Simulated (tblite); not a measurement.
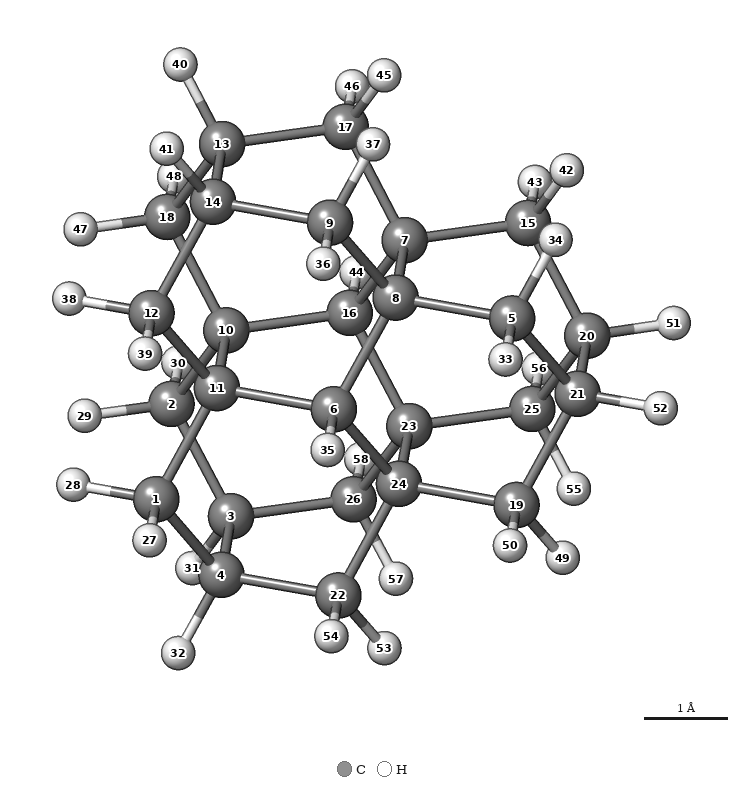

Fig. 1: The starting structure (ball-and-stick view, seen at a tilt; atoms are numbered from 1 in the order of the input). Bond lengths as drawn: C–C 1.54 to 1.55 Å and C–H 1.08 to 1.10 Å.

## Geometry relaxation of C₂₆H₃₂

System: C₂₆H₃₂.
Method: GFN2-xTB geometry optimisation, gas phase (tblite 0.8.0).

The program's output
```
step      E/eV     max force
  0   -1964.89955    1.011
  1   -1965.02895    0.490
  2   -1965.09763    0.413
  3   -1965.18747    0.335
  4   -1965.23129    0.306
  5   -1965.26827    0.276
  6   -1965.30514    0.250
  7   -1965.34526    0.274
  8   -1965.37079    0.216
  9   -1965.38671    0.152
 10   -1965.40041    0.160
 11   -1965.41390    0.200
 12   -1965.42279    0.152
 13   -1965.42557    0.058
 14   -1965.42603    0.024
 15   -1965.42619    0.019
```

Trajectory as extended XYZ (Å, eV, eV/Å), 2 of the 16 frames kept, from step=0 to step=15
```
58
Properties=species:S:1:pos:R:3:forces:R:3 step=0 energy=-1964.89955
C    -2.5173   -0.0018   -1.2887    0.2170   0.5370   0.0600
C    -2.5254    0.0026    1.2802    0.6450   0.2960   0.4180
C    -2.5170    1.4539    0.7733    0.2370  -0.1470  -0.1180
C    -2.5229    1.4606   -0.7785    0.6000  -0.4970   0.1700
C     2.5212   -0.0012   -1.2837   -0.3650   0.5390  -0.1330
C    -0.0033   -0.0005   -1.2897    0.1440  -0.0520   0.6820
C     1.2612   -0.7264    0.7690    0.0800  -0.0580   0.5610
C     1.2645   -0.7254   -0.7708   -0.0860  -0.2160  -0.4630
C     1.2638   -2.1864   -1.2875   -0.7520   0.3850  -0.0610
C    -1.2639   -0.7289    0.7739   -0.0470  -0.0480   0.2510
C    -1.2632   -0.7293   -0.7744   -0.0020  -0.1030  -0.2610
C    -1.2636   -2.1863   -1.2871    0.8240   0.2860  -0.0440
C    -0.0034   -2.9117    0.7773    0.1590   0.6610  -0.1870
C     0.0022   -2.9130   -0.7750   -0.1030   0.6060   0.1170
C     2.5200    0.0051    1.2873   -0.2280   0.1250  -0.1810
C    -0.0019    0.0006    1.2934    0.0640   0.0130  -1.0090
C     1.2615   -2.1824    1.2880   -0.7480   0.2420  -0.1320
C    -1.2622   -2.1877    1.2861    0.6340   0.4310   0.1500
C     1.2605    2.1861   -1.2846    0.0630  -0.7390  -0.0350
C     2.5250    1.4571    0.7750   -0.7300  -0.3010  -0.0400
C     2.5199    1.4600   -0.7708   -0.2690  -0.3620  -0.1120
C    -1.2620    2.1858   -1.2873   -0.1170  -0.6820  -0.1000
C     0.0034    1.4608    0.7789   -0.2330  -0.0830   0.1330
C    -0.0042    1.4519   -0.7738    0.1380   0.3650  -0.1730
C     1.2616    2.1869    1.2880    0.1840  -0.7060   0.0350
C    -1.2672    2.1834    1.2896    0.2350  -0.6330  -0.1040
H    -2.5215    0.0023   -2.3778   -0.0450  -0.0600  -0.0750
H    -3.4128   -0.5132   -0.9226    0.1040   0.0570  -0.4740
H    -3.4116   -0.5134    0.9218   -0.0870  -0.0140   0.3790
H    -2.5211    0.0004    2.3805   -0.0860  -0.0210  -0.2360
H    -3.4086    1.9707    1.1345   -0.0500   0.0110   0.1240
H    -3.4141    1.9714   -1.1354   -0.1130   0.0580  -0.1660
H     2.5212    0.0001   -2.3790    0.0650  -0.0320   0.1120
H     3.4143   -0.5151   -0.9201   -0.0770   0.0570  -0.4480
H     0.0012    0.0018   -2.3804   -0.0120  -0.0140  -0.0900
H     1.2616   -2.1821   -2.3800    0.0550  -0.0380   0.0310
H     2.1503   -2.6981   -0.9279    0.1110  -0.0670  -0.3580
H    -2.1502   -2.6957   -0.9264   -0.1180  -0.0950  -0.3500
H    -1.2600   -2.1882   -2.3772   -0.0660  -0.0200  -0.0500
H    -0.0048   -3.9367    1.1368    0.0210  -0.1850   0.1770
H    -0.0001   -3.9424   -1.1318    0.0100  -0.0830  -0.1560
H     3.4181   -0.5194    0.9275   -0.2410   0.1670   0.4690
H     2.5271    0.0010    2.3735    0.0070  -0.0170   0.1660
H     0.0026   -0.0005    2.3753   -0.0100  -0.0170   0.3530
H     2.1474   -2.6965    0.9262    0.0790  -0.0520   0.3680
H     1.2592   -2.1827    2.3737    0.0650  -0.0110   0.1820
H    -2.1487   -2.6981    0.9232   -0.1050  -0.0700   0.3840
H    -1.2614   -2.1817    2.3794   -0.0690  -0.0590  -0.0450
H     1.2627    3.2124   -0.9236   -0.0310   0.0370  -0.3860
H     1.2630    2.1850   -2.3751   -0.0030   0.0650  -0.0370
H     3.4113    1.9628    1.1387    0.2260   0.1620   0.1870
H     3.4188    1.9714   -1.1359   -0.1100  -0.0320  -0.0790
H    -1.2615    3.2116   -0.9237    0.0100   0.0360  -0.4130
H    -1.2645    2.1827   -2.3801    0.0260   0.0880   0.0320
H     1.2618    3.2111    0.9253    0.0090   0.0940   0.3780
H     1.2606    2.1873    2.3777    0.0150   0.0660   0.0660
H    -1.2545    3.2063    0.9219   -0.0710   0.0960   0.3860
H    -1.2584    2.1919    2.3764   -0.0540   0.0350   0.1450
58
Properties=species:S:1:pos:R:3:forces:R:3 step=15 energy=-1965.42619
C    -2.4845    0.0142   -1.3213    0.0020   0.0090   0.0000
C    -2.4850    0.0144    1.3205    0.0060   0.0070   0.0060
C    -2.4952    1.4417    0.7743    0.0040  -0.0020  -0.0040
C    -2.4953    1.4417   -0.7754    0.0100  -0.0090   0.0020
C     2.4856    0.0135   -1.3204   -0.0030   0.0100  -0.0040
C     0.0006    0.0003   -1.2609    0.0010  -0.0020   0.0110
C     1.2616   -0.7285    0.7762    0.0070   0.0000   0.0080
C     1.2622   -0.7284   -0.7755    0.0040  -0.0040  -0.0080
C     1.2308   -2.1588   -1.3204   -0.0110   0.0030  -0.0020
C    -1.2618   -0.7280    0.7759   -0.0060  -0.0010   0.0040
C    -1.2615   -0.7278   -0.7758   -0.0070  -0.0070  -0.0040
C    -1.2306   -2.1582   -1.3206    0.0130  -0.0020  -0.0020
C    -0.0004   -2.8816    0.7751    0.0040   0.0100  -0.0040
C    -0.0001   -2.8815   -0.7745    0.0000   0.0090   0.0030
C     2.4848    0.0135    1.3212    0.0010   0.0030   0.0030
C    -0.0001    0.0005    1.2612    0.0000   0.0010  -0.0150
C     1.2303   -2.1589    1.3214   -0.0080   0.0040  -0.0010
C    -1.2310   -2.1584    1.3210    0.0080   0.0060   0.0000
C     1.2552    2.1455   -1.3206    0.0010  -0.0090  -0.0010
C     2.4959    1.4408    0.7752   -0.0070  -0.0050  -0.0030
C     2.4964    1.4409   -0.7741   -0.0070  -0.0060  -0.0050
C    -1.2535    2.1454   -1.3216   -0.0020  -0.0080   0.0000
C     0.0004    1.4577    0.7759   -0.0050   0.0010   0.0000
C     0.0006    1.4573   -0.7760    0.0020   0.0080  -0.0020
C     1.2547    2.1454    1.3211    0.0010  -0.0100   0.0020
C    -1.2541    2.1461    1.3205    0.0030  -0.0080  -0.0020
H    -2.4303    0.0440   -2.4126    0.0020   0.0100   0.0000
H    -3.4036   -0.5140   -1.0635    0.0070   0.0030   0.0090
H    -3.4043   -0.5129    1.0624    0.0060  -0.0010  -0.0090
H    -2.4309    0.0443    2.4120    0.0000   0.0110  -0.0030
H    -3.3890    1.9580    1.1407   -0.0020   0.0000  -0.0010
H    -3.3892    1.9579   -1.1420    0.0030  -0.0020   0.0030
H     2.4320    0.0435   -2.4118   -0.0040   0.0110   0.0030
H     3.4047   -0.5145   -1.0625   -0.0080   0.0020   0.0110
H     0.0009    0.0000   -2.3576   -0.0010   0.0010  -0.0030
H     1.1776   -2.1272   -2.4117   -0.0080  -0.0020  -0.0010
H     2.1475   -2.6906   -1.0625   -0.0030   0.0030   0.0090
H    -2.1471   -2.6905   -1.0627    0.0010   0.0060   0.0090
H    -1.1777   -2.1261   -2.4119    0.0100  -0.0060  -0.0040
H    -0.0001   -3.9138    1.1413   -0.0030  -0.0030   0.0010
H     0.0001   -3.9135   -1.1415   -0.0020   0.0000   0.0040
H     3.4040   -0.5146    1.0638   -0.0070   0.0010  -0.0130
H     2.4305    0.0423    2.4123   -0.0020   0.0170   0.0080
H    -0.0009    0.0009    2.3578    0.0040  -0.0020   0.0040
H     2.1469   -2.6909    1.0637   -0.0010   0.0030  -0.0130
H     1.1780   -2.1274    2.4127   -0.0150  -0.0010   0.0030
H    -2.1479   -2.6895    1.0625    0.0010   0.0000  -0.0080
H    -1.1788   -2.1265    2.4125    0.0120  -0.0040  -0.0020
H     1.2576    3.2052   -1.0623   -0.0020  -0.0040   0.0100
H     1.2543    2.0844   -2.4120    0.0090  -0.0090  -0.0010
H     3.3894    1.9571    1.1413    0.0070   0.0000   0.0050
H     3.3905    1.9571   -1.1403   -0.0030  -0.0030   0.0020
H    -1.2558    3.2052   -1.0639    0.0020  -0.0010   0.0090
H    -1.2515    2.0833   -2.4130   -0.0120  -0.0070   0.0020
H     1.2576    3.2053    1.0637   -0.0030  -0.0010  -0.0110
H     1.2531    2.0833    2.4123    0.0100  -0.0070   0.0070
H    -1.2566    3.2058    1.0620    0.0040  -0.0020  -0.0110
H    -1.2527    2.0855    2.4119   -0.0110  -0.0110   0.0020
```

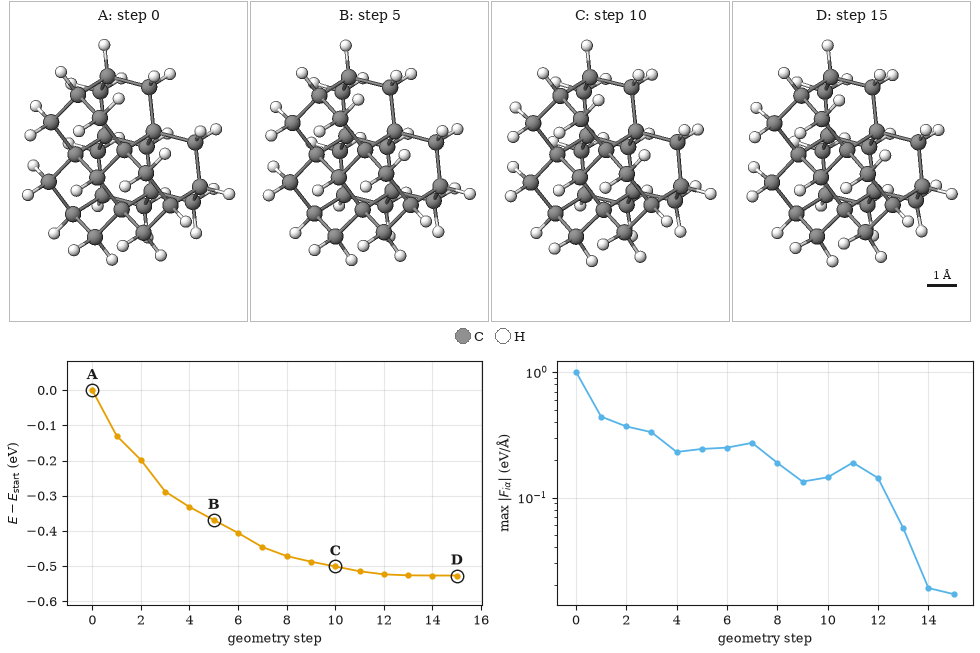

Fig. 2: Frames of the relaxation (ball-and-stick view, seen at a tilt) above the curves, on which the letters mark them (steps are counted from 0).

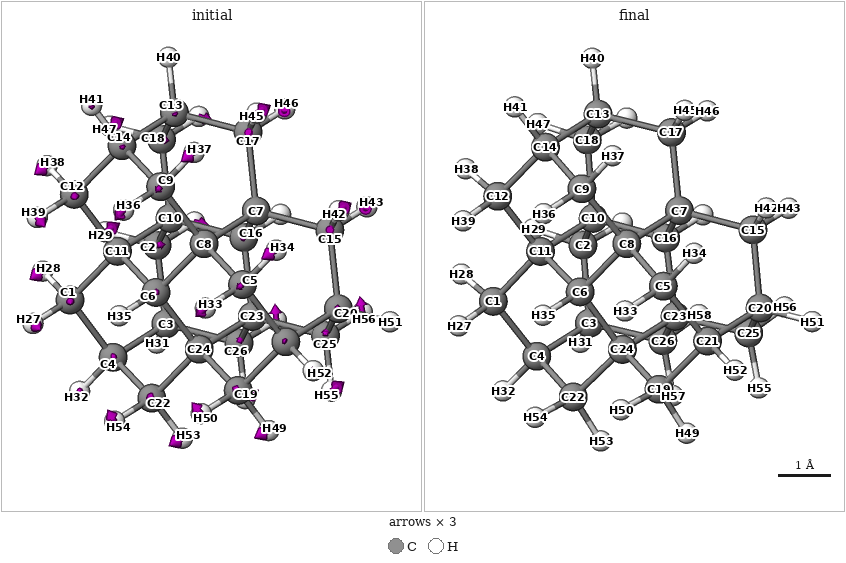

Fig. 3: Before (left) and after (right) the relaxation, at one scale (ball-and-stick view, seen at a tilt). The pink arrows give the displacements, magnified 3 times. The largest moves after the best rigid fit, 0.14 Å, are those of 8 atoms (H28, H29, H34, H47 and others). By element the largest moves are H 0.14 Å, C 0.06 Å. Distances before and after: C10–C18 1.546 → 1.531 Å, C16–H44 1.082 → 1.097 Å, C11–C12 1.545 → 1.531 Å, C7–C8 1.540 → 1.552 Å. Among the angles that change: H47–C18–H48 109.7° → 106.9°, C2–C3–C26 110.0° → 107.3°, H57–C26–H58 109.3° → 106.9°. After 15 geometry steps the energy has fallen by 0.527 eV. Largest force component: 1 eV/Å at the start, 0.017 eV/Å at the end. (Atoms are counted from 1 in the order of the input.)

This output came from the following input.

The input
```
{"job": {"kind": "relax", "xc": "GFN2-xTB", "basis": "xTB"}, "charge": 0, "multiplicity": 1}
C     -2.517300    -0.001800    -1.288700
C     -2.525400     0.002600     1.280200
C     -2.517000     1.453900     0.773300
C     -2.522900     1.460600    -0.778500
C      2.521200    -0.001200    -1.283700
C     -0.003300    -0.000500    -1.289700
C      1.261200    -0.726400     0.769000
C      1.264500    -0.725400    -0.770800
C      1.263800    -2.186400    -1.287500
C     -1.263900    -0.728900     0.773900
C     -1.263200    -0.729300    -0.774400
C     -1.263600    -2.186300    -1.287100
C     -0.003400    -2.911700     0.777300
C      0.002200    -2.913000    -0.775000
C      2.520000     0.005100     1.287300
C     -0.001900     0.000600     1.293400
C      1.261500    -2.182400     1.288000
C     -1.262200    -2.187700     1.286100
C      1.260500     2.186100    -1.284600
C      2.525000     1.457100     0.775000
C      2.519900     1.460000    -0.770800
C     -1.262000     2.185800    -1.287300
C      0.003400     1.460800     0.778900
C     -0.004200     1.451900    -0.773800
C      1.261600     2.186900     1.288000
C     -1.267200     2.183400     1.289600
H     -2.521500     0.002300    -2.377800
H     -3.412800    -0.513200    -0.922600
H     -3.411600    -0.513400     0.921800
H     -2.521100     0.000400     2.380500
H     -3.408600     1.970700     1.134500
H     -3.414100     1.971400    -1.135400
H      2.521200     0.000100    -2.379000
H      3.414300    -0.515100    -0.920100
H      0.001200     0.001800    -2.380400
H      1.261600    -2.182100    -2.380000
H      2.150300    -2.698100    -0.927900
H     -2.150200    -2.695700    -0.926400
H     -1.260000    -2.188200    -2.377200
H     -0.004800    -3.936700     1.136800
H     -0.000100    -3.942400    -1.131800
H      3.418100    -0.519400     0.927500
H      2.527100     0.001000     2.373500
H      0.002600    -0.000500     2.375300
H      2.147400    -2.696500     0.926200
H      1.259200    -2.182700     2.373700
H     -2.148700    -2.698100     0.923200
H     -1.261400    -2.181700     2.379400
H      1.262700     3.212400    -0.923600
H      1.263000     2.185000    -2.375100
H      3.411300     1.962800     1.138700
H      3.418800     1.971400    -1.135900
H     -1.261500     3.211600    -0.923700
H     -1.264500     2.182700    -2.380100
H      1.261800     3.211100     0.925300
H      1.260600     2.187300     2.377700
H     -1.254500     3.206300     0.921900
H     -1.258400     2.191900     2.376400
```

The first line tells a small driver script what to run in tblite; the rest is the geometry in Å.

Launched with:
```bash
OMP_NUM_THREADS=2 python <driver script> task.json out
```

Summary

| quantity | value |
| --- | --- |
| outcome | converged |
| total energy | −1965.4262 eV |
| HOMO | −9.93 eV |
| LUMO | 0.50 eV |
| point group | D3h |
| dipole moment | 0.00 D |
| hardware | 2 CPU threads, shared host |
| wall time | 0.96 s (CPU time 1.4 s) |
| peak memory | 0.16 GiB |
